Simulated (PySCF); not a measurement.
Run report: C₅H₇ClN₂Si, excited-state calculation

The run: excited-state calculation of C₅H₇ClN₂Si, SMILES Cc1cnnc([SiH3])c1Cl. Method and program: TDDFT CAM-B3LYP/def2-SVPD, vertical, gas phase, core orbitals frozen in the response (PySCF 2.14.0).

The geometry comes from this level: GFN2-xTB. It belongs to a series of runs on one base structure; here: constitutional isomer.

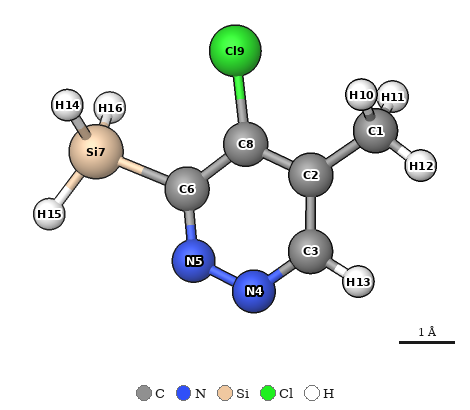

Figure 1. The structure as given in the input (ball-and-stick view, seen at a tilt; atoms are numbered from 1 in the order of the input). Bond lengths as drawn: C–C 1.39 to 1.49 Å, C–Cl 1.73 Å, C–H 1.08 to 1.09 Å, C–N 1.32 Å, C–Si 1.89 Å, H–Si 1.45 to 1.46 Å and N–N 1.30 Å.

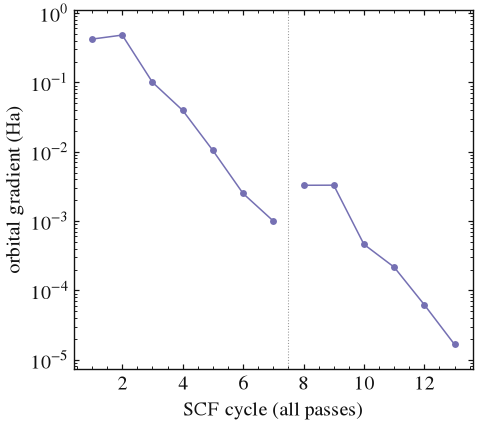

Figure 2. Convergence of the self-consistent field: orbital gradient against the SCF cycle. The dotted line marks the change from a coarse to the final integration grid. The first 7 cycles use a coarse grid, the final grid takes over at cycle 8, and the field converges after 13 cycles in all.

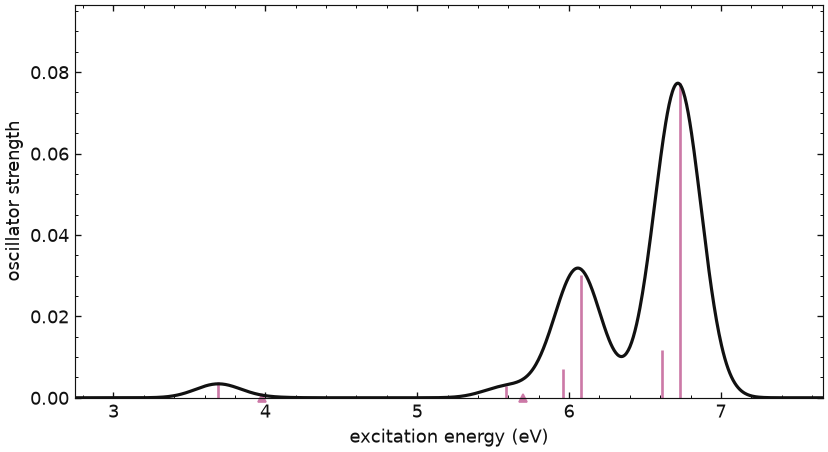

Figure 3. Computed excitations as sticks (degenerate states added up, dark ones marked on the axis), with a Gaussian envelope of 0.35 eV full width at half maximum, scaled to the tallest. Of the 8 states the lowest lies at 3.69 eV (f = 0.004); the strongest line is at 6.73 eV, or 184 nm (f = 0.077).

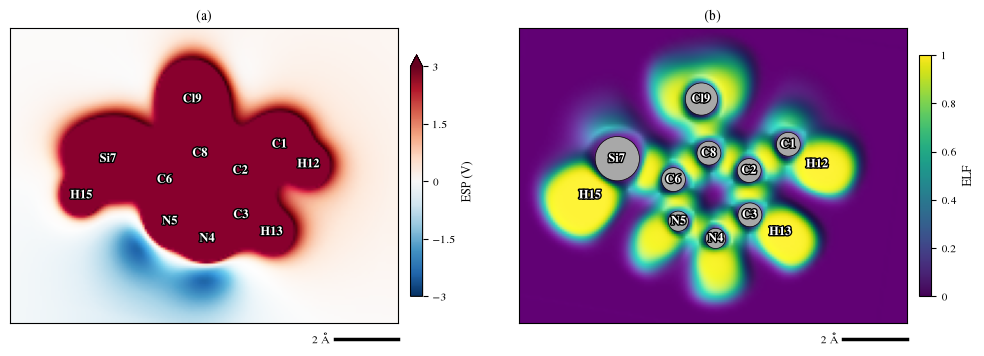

Figure 4. (a) electrostatic potential; (b) electron localisation function on the plane of atoms N5, C6 and C8. Grey discs, where drawn, cover atomic cores. C–N (1.32 Å): the ELF peaks at about 0.90 between the atoms; a double or triple bond. C–C (1.39 Å): the ELF peaks at about 0.95 between the atoms (a covalent bond). C–Cl (1.73 Å): the ELF peaks at about 0.90 between the atoms, which marks localised, shared-pair bonding.

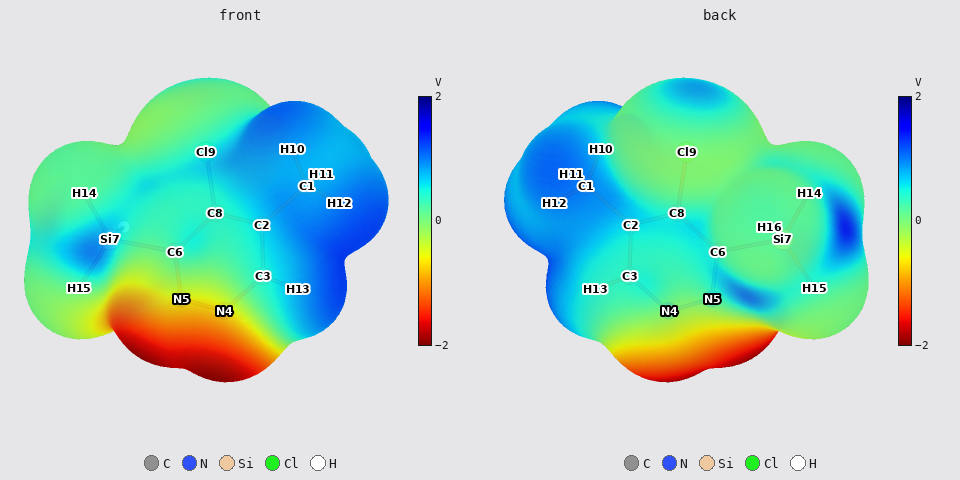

Figure 5. The electrostatic potential painted on the density surface at 0.002 e/bohr³, seen at a tilt and from behind; red is negative and blue positive. Its dipole moment is 3.63 D.

These pictures come from the run below.

### Input
```
{"job": {"kind": "uv", "xc": "CAM-B3LYP", "basis": "def2-SVPD", "nstates": 8, "ntriplets": 3}, "charge": 0, "multiplicity": 1}
C     -2.315241    -1.107169     0.010930
C     -1.208291    -0.122305    -0.145206
C     -1.411305     1.183958    -0.606633
N     -0.444624     2.064336    -0.748948
N      0.781451     1.753854    -0.458867
C      1.102346     0.549418    -0.013434
Si     2.929876     0.230512     0.371220
C      0.112104    -0.420863     0.154964
Cl     0.564492    -1.981504     0.738789
H     -2.373552    -1.440696     1.046310
H     -2.121356    -1.985144    -0.604013
H     -3.267061    -0.670361    -0.278489
H     -2.401209     1.530135    -0.871702
H      3.026060    -0.145831     1.783649
H      3.648685     1.460098     0.074269
H      3.370025    -0.889494    -0.464251
```

The first line tells a small driver script what to run in PySCF; the rest is the geometry in Å.

Run as:
```bash
OMP_NUM_THREADS=1 python <driver script> task.json out
```

### Output
```
coarse grid: 15144 points
cycle   1  E = -1053.1257791388  dE =  1.629e+00  |g| = 4.208e-01  |ddm| = 8.220e+00
cycle   2  E = -1053.1229627175  dE =  2.816e-03  |g| = 4.808e-01  |ddm| = 3.392e+00
cycle   3  E = -1053.1755651371  dE = -5.260e-02  |g| = 1.004e-01  |ddm| = 1.812e+00
cycle   4  E = -1053.1777971897  dE = -2.232e-03  |g| = 3.952e-02  |ddm| = 3.680e-01
cycle   5  E = -1053.1781672889  dE = -3.701e-04  |g| = 1.043e-02  |ddm| = 1.401e-01
cycle   6  E = -1053.1781964663  dE = -2.918e-05  |g| = 2.500e-03  |ddm| = 4.428e-02
cycle   7  E = -1053.1781980748  dE = -1.609e-06  |g| = 1.002e-03  |ddm| = 8.442e-03
final grid: 139304 points
cycle   8  E = -1053.3150834690  dE = -2.928e-05  |g| = 3.283e-03  |ddm| = 1.167e-01
cycle   9  E = -1053.3150836647  dE = -1.958e-07  |g| = 3.294e-03  |ddm| = 2.653e-02
cycle  10  E = -1053.3150862809  dE = -2.616e-06  |g| = 4.620e-04  |ddm| = 1.099e-02
cycle  11  E = -1053.3150863255  dE = -4.457e-08  |g| = 2.166e-04  |ddm| = 1.366e-03
cycle  12  E = -1053.3150863367  dE = -1.125e-08  |g| = 6.204e-05  |ddm| = 7.820e-04
cycle  13  E = -1053.3150863377  dE = -9.468e-10  |g| = 1.661e-05  |ddm| = 2.241e-04
converged SCF energy = -1053.3150863377

Static polarisability (au): isotropic 109.543, principal 72.993 120.321 135.315

Singlet excitations
state   eV       nm        f      main configurations
  1   3.6891    336.1   0.00379   H->L 0.93
  2   3.9790    311.6   0.00015   H->L+1 0.94
  3   5.5833    222.1   0.00287   H-1->L+1 0.46, H-2->L 0.43
  4   5.6935    217.8   0.00028   H-3->L 0.94
  5   5.9571    208.1   0.00713   H-3->L+1 0.93
  6   6.0772    204.0   0.03006   H-1->L 0.70, H-2->L+1 0.17
  7   6.6109    187.5   0.01181   H->L+3 0.74, H->L+4 0.08
  8   6.7292    184.2   0.07727   H->L+2 0.47, H-2->L+1 0.31

Triplet excitations (Tamm-Dancoff, eV): 2.8867 3.6162 4.1648
```

### Results in brief

- outcome: converged
- total energy: −1053.315086 hartree
- HOMO: −8.18 eV
- LUMO: −0.48 eV
- dipole moment: 3.63 D
- mean polarisability: 109.54 a.u.
- lowest singlet excitation: 3.69 eV
- hardware: 1 CPU thread, shared host
- wall time: 98 s
- peak memory: 1.2 GiB
